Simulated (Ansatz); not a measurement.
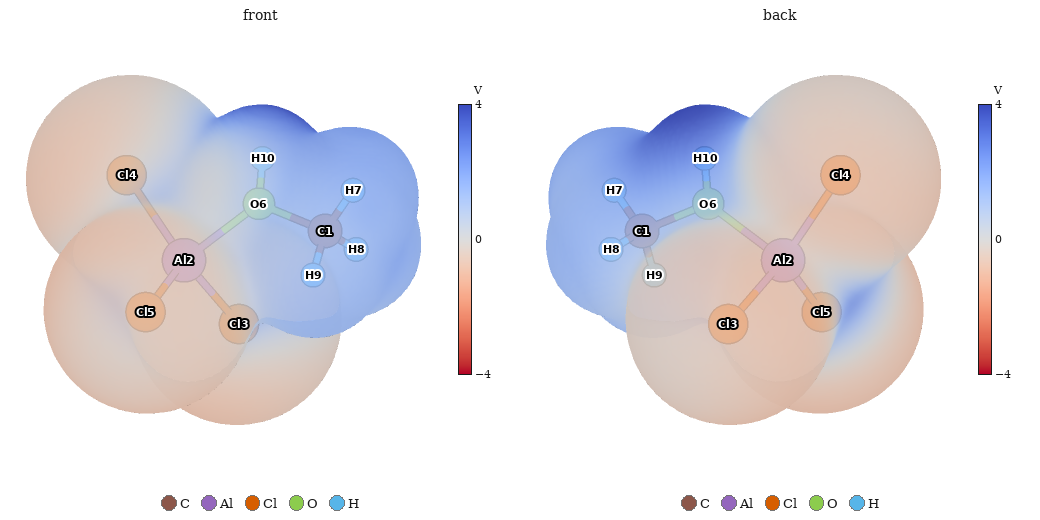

CH$_{4}$AlCl$_{3}$O (SMILES C[OH+][Al-]([Cl])([Cl])[Cl]). The molecular electrostatic potential painted on the density surface at 0.002 e/bohr³, seen from the front and from behind; the colour scale runs from red (negative) to blue (positive).

Geometry: PBE0-D4/def2-SVP.

Method: Ansatz 0.2.0, isolated molecule in a Gaussian basis; Kohn-Sham density functional theory, functional PBE0.

Input

```
crystal:
  periodic: [false, false, false]
  atoms:
    - symbol: C
      position_ang: [0.425893, -1.140645, 0.797565]
    - symbol: Al
      position_ang: [-0.684983, 1.195340, -0.683551]
    - symbol: Cl
      position_ang: [-2.084359, -0.189632, -1.460115]
    - symbol: Cl
      position_ang: [0.561019, 2.167405, -2.093330]
    - symbol: Cl
      position_ang: [-1.291792, 2.232310, 1.047976]
    - symbol: O
      position_ang: [0.682004, 0.017128, -0.006071]
    - symbol: H
      position_ang: [1.369061, -1.496039, 1.231783]
    - symbol: H
      position_ang: [-0.060568, -1.923221, 0.199056]
    - symbol: H
      position_ang: [-0.245516, -0.814597, 1.601065]
    - symbol: H
      position_ang: [1.412342, -0.099351, -0.631378]
basis:
  gaussian:
    orbitals: def2-SVPD
total_charge: 0
hamiltonian:
  xc: pbe0
output: {forces: true, orbitals: {seedname: orbitals}}
```

Run with:

```sh
ansatz run input.yaml --threads 2 --pin off --max-ram 5220MiB --events-out events.jsonl --progress --plain --runs-dir runs
```

> Describe the electrostatic potential map.

The most negative region (about −0.8 V) lies over Cl3 and Cl5, the most positive (about +3.9 V) over H10.
